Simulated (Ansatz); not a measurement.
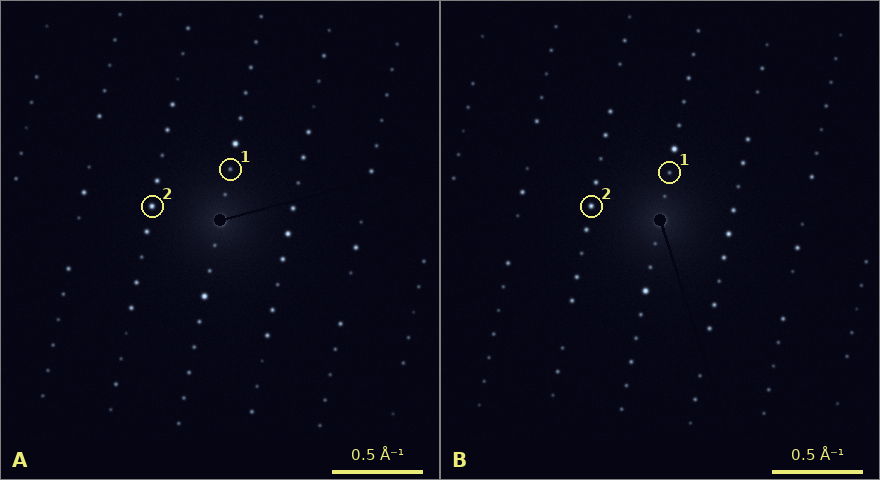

Kinematic electron diffraction patterns (300 kV, B = 0.5 Å², same scale) along [1-10] of the run's own cell, for the start and the end of one relaxation of BeSnC with DFT PBE, scalar-relativistic, plane waves, PAW (Ansatz). k mesh 10×10×6. The start is a generated model structure, and the relaxation ends in the nearest stationary point of its symmetry, not necessarily the ground state. Spot 1 is 0 0 -2 and spot 2 is 1 1 0 in both.

Start structure:

```
CELL_PARAMETERS angstrom
3.64859 0.00000 0.00000
0.00000 3.64859 0.00000
0.00000 0.00000 6.89828
ATOMIC_POSITIONS crystal
Be 0.50000 0.00000 0.02962
Be 0.00000 0.50000 0.97038
Sn 0.50000 0.00000 0.64087
Sn 0.00000 0.50000 0.35913
C 0.00000 0.00000 0.00000
C 0.50000 0.50000 0.00000
```

> Which pattern belongs to the start structure, and which to the relaxed one?

A is the start: its cell gives d(1) = 3.449 Å, d(2) = 2.580 Å and an angle of 90.0°. B is the relaxed structure, with d(1) = 3.709 Å (+7.5 %), d(2) = 2.551 Å (-1.1 %) and 90.0°.

> What did the relaxation do to the structure and the energy?

The volume changed by +5.1 % to 16.09 Å³ an atom; with the mean shift removed, the atoms moved by up to 0.13 Å relative to the cell (Be most); the space group stayed P4/nmm (No. 129); the free energy fell by 7.2 meV an atom. Relaxed cell: a = 3.608 Å, b = 3.608 Å, c = 7.417 Å, α = 90.00°, β = 90.00°, γ = 90.00°.
